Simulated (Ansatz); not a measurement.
# AlHCl2 (SMILES [H][Al]([Cl])[Cl]): levels of theory compared

Wanted: a comparison of 6 runs (HF/STO-3G, HSE06/STO-3G, r2SCAN0/STO-3G, CCSDT/STO-3G, CCSD/STO-3G, UCCSD(T)/STO-3G) of AlHCl2. 

Program for the calculation: Ansatz 0.2.0.

59 further runs of the same task are left out: 4 that didn't finish, 55 set aside as unsound or not needed.

## Step 1: The structure to begin with

AlHCl2 has 4 atoms, charge 0, and is taken as a singlet. As SMILES, `[H][Al]([Cl])[Cl]`. The Cl2–Al1 distance was set to 5.056 Å, away from the relaxed value. At this shape a bond of the SMILES string is far longer than usual.

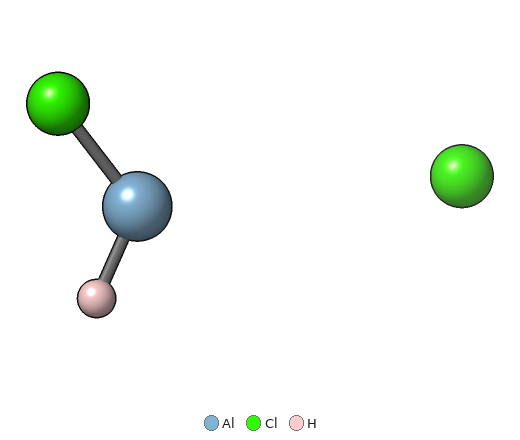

The structure, seen from a chosen angle (aluminium light blue, chlorine green, hydrogen pink).

## Step 2: A single-point energy at HF/STO-3G (run 1)

job.yaml reads:

```yaml
crystal:
  periodic: [false, false, false]
  atoms:
    - {symbol: Al, position_ang: [-3.077189, 0.072252, -0.022470]}
    - {symbol: Cl, position_ang: [1.971850, -0.182600, 0.014280]}
    - {symbol: Cl, position_ang: [-4.125119, 1.802802, -0.037880]}
    - {symbol: H, position_ang: [-3.857849, -1.233718, -0.020070]}
basis:
  gaussian:
    orbitals: STO-3G
hamiltonian:
  xc: hf
accuracy: high
```

Command:

```bash
$ ansatz run job.yaml --threads 1 --pin off --max-ram 2610MiB --events-out events.jsonl --progress --plain --runs-dir runs
```

Output:

```text
Warning: RAYON_NUM_THREADS=1 ignored (pool sized by the plan → 1); use --threads N
Functional definition: HF
  name "HF"
  exchange = exact_x
  correlation = 0
452 factors; integrals over basis functions are off by at most 1.2e-8 eV
mean field evaluation 1: about -31253.4551 eV, gradient 1.8e1 eV
mean field evaluation 2: about -31253.4603 eV, gradient 1.8e1 eV
mean field evaluation 4: about -31254.8629 eV, gradient 8.6e0 eV
mean field evaluation 8: about -31251.5814 eV, gradient 2.0e1 eV
mean field evaluation 16: about -31255.7371 eV, gradient 4.5e-2 eV
mean field evaluation 32: about -31255.7214 eV, gradient 1.3e-1 eV
mean field evaluation 64: about -31255.7155 eV, gradient 8.5e-2 eV
mean field -31255.73715185 eV, -1148.6271544308 hartree, gradient 4.2e-8 eV, S^2 0.000000; 1 other end points of the search recorded, 0 dependent functions left out
reference -31255.73715185 eV, -1148.6271544308 hartree; 24, 24 occupied and 4, 4 virtual orbitals, 452 factors
Total energy: -31255.73715185 eV, -1148.6271544308 hartree
```

Wall time 0.28 s (1 thread of Arm Neoverse V1, shared host).

## Step 3: The energy at HSE06/STO-3G (run 2)

job.yaml: that of step 2 with these lines changed.

```diff
@@ -10,4 +10,5 @@
     orbitals: STO-3G
+total_charge: 0
 hamiltonian:
-  xc: hf
+  xc: {name: HSE06}
 accuracy: high
```

Command:

```bash
$ ansatz run job.yaml --threads 1 --pin off --max-ram 2610MiB --events-out events.jsonl --progress --plain --runs-dir runs
```

Output, cut to the lines that bear on the results:

```text
Warning: RAYON_NUM_THREADS=1 ignored (pool sized by the plan → 1); use --threads N
Functional definition: HSE06
  name "HSE06"
[...]
452 factors; integrals over basis functions are off by at most 1.2e-8 eV
78 factors; integrals over basis functions are off by at most 5.9e-10 eV
[...]
mean field -31293.05934280 eV, -1149.9987196505 hartree, gradient 4.9e-9 eV, S^2 0.000000; 5 other end points of the search recorded, 0 dependent functions left out
reference -31293.05934505 eV, -1149.9987197333 hartree; 24, 24 occupied and 4, 4 virtual orbitals, 452 factors
Total energy: -31293.05934505 eV, -1149.9987197333 hartree
```

Run time: 5.7 s. Hardware: 1 thread of Arm Neoverse V1, shared host; peak memory 0.11 GiB.

Run 3 isn't shown in full; the table further down has it.

## Step 4: A single-point energy at CCSDT/STO-3G (run 4)

job.yaml reads:

```yaml
crystal:
  periodic: [false, false, false]
  atoms:
    - symbol: Al
      position_ang: [-3.077189, 0.072252, -0.022470]
    - symbol: Cl
      position_ang: [1.971850, -0.182600, 0.014280]
    - symbol: Cl
      position_ang: [-4.125119, 1.802802, -0.037880]
    - symbol: H
      position_ang: [-3.857849, -1.233718, -0.020070]
basis:
  gaussian:
    orbitals: STO-3G
correlation:
  method: ccsdt
  frozen_orbitals: {Al: 5, Cl: 5, H: 0}
accuracy: high
scf:
  omitted_lower_state_checks: [cluster_reference, increment]
```

Command:

```bash
$ ansatz run job.yaml --threads 1 --pin off --max-ram 2610MiB --events-out events.jsonl --progress --plain --runs-dir runs
```

Output:

```text
Warning: RAYON_NUM_THREADS=1 ignored (pool sized by the plan → 1); use --threads N
[... 13 lines left out ...]
15 core orbitals not correlated: weight in the atoms' cores, before any rotation towards them, 0.999 or more for the frozen orbitals, at most 0.000 for the correlated occupied ones
[... 169 lines left out ...]
WARN: these amplitudes may be one of several solutions (largest doubles amplitude 1.76, level shift 5.50 eV)
Total energy: -31259.64787994 eV, -1148.7708710374 hartree
Checks for a lower state left out: cluster_reference, increment
```

Wall time 1.4 s (1 thread of Arm Neoverse V1, shared host).

Run 5 isn't shown in full; the table further down has it.

## Step 5: The energy at UCCSD(T)/STO-3G (run 6)

job.yaml reads:

```yaml
crystal:
  periodic: [false, false, false]
  atoms:
    - {symbol: Al, position_ang: [-3.077189, 0.072252, -0.022470]}
    - {symbol: Cl, position_ang: [1.971850, -0.182600, 0.014280]}
    - {symbol: Cl, position_ang: [-4.125119, 1.802802, -0.037880]}
    - {symbol: H, position_ang: [-3.857849, -1.233718, -0.020070]}
basis:
  gaussian:
    orbitals: STO-3G
accuracy: high
magnetization:
  spin_polarized: true
scf:
  omitted_lower_state_checks: [cluster_reference, increment]
correlation:
  method: ccsd_t
  frozen_orbitals: {Al: 5, Cl: 5, H: 0}
```

Command:

```bash
$ ansatz run job.yaml --threads 1 --pin off --max-ram 2610MiB --events-out events.jsonl --progress --plain --runs-dir runs
```

Output:

```text
Warning: RAYON_NUM_THREADS=1 ignored (pool sized by the plan → 1); use --threads N
[... 17 lines left out ...]
15 core orbitals not correlated: weight in the atoms' cores, before any rotation towards them, 0.999 or more for the frozen orbitals, at most 0.000 for the correlated occupied ones
[... 63 lines left out ...]
Total energy: -31259.66745337 eV, -1148.7715903478 hartree
Checks for a lower state left out: cluster_reference, increment
```

Run time: 1.7 s. Hardware: 1 thread of Arm Neoverse V1, shared host.

## Step 6: The series

```csv
run,level,frozen core orbitals,energy (Eh),wall time
1,HF/STO-3G,–,-1148.627154,0.28 s
2,HSE06/STO-3G,–,-1149.998720,5.7 s
3,r2SCAN0/STO-3G,–,-1150.381539,17 s
4,CCSDT/STO-3G,15,-1148.770871,1.4 s
5,CCSD/STO-3G,15,-1148.764425,0.48 s
6,UCCSD(T)/STO-3G,15,-1148.771590,1.7 s
```

## Step 7: What came out

| quantity | value |
| --- | --- |
| run 6: total energy | -1148.77159 Eh |
| run 6: correlation energy (15 core orbitals frozen) | -30.6 mEh |
| run 6: (T) correction | -0.67 mEh |
| run 6: ⟨S²⟩ of the reference determinant | 1.005 |
| run 6: T1 diagnostic | 0.007 |

**Reading.** Below the HF energy at the same shape and in the same basis (STO-3G): CCSDT -143.7 mEh; CCSD -137.3 mEh; UCCSD(T) -144.4 mEh. Some of these start from another determinant than that one, so these aren't their correlation energies. Totals of different functionals can't be ranked against each other. In run 5 the T1 diagnostic is large, so a single reference may not serve. In runs 4, 5 the log says that unrestricted orbitals would lower the reference, so the values rest on an unstable closed-shell determinant (other closed-shell runs at this shape may share the fault). In runs 1, 2, 3, 4, 5, 6 the basis is minimal, so the values are rough. Spin contamination of the reference: run 6 ⟨S²⟩ = 1.01. Where it is this large, the reference is a mixture of spin states, and values that rest on it are in doubt. All runs together took 26 s, the longest 17 s.
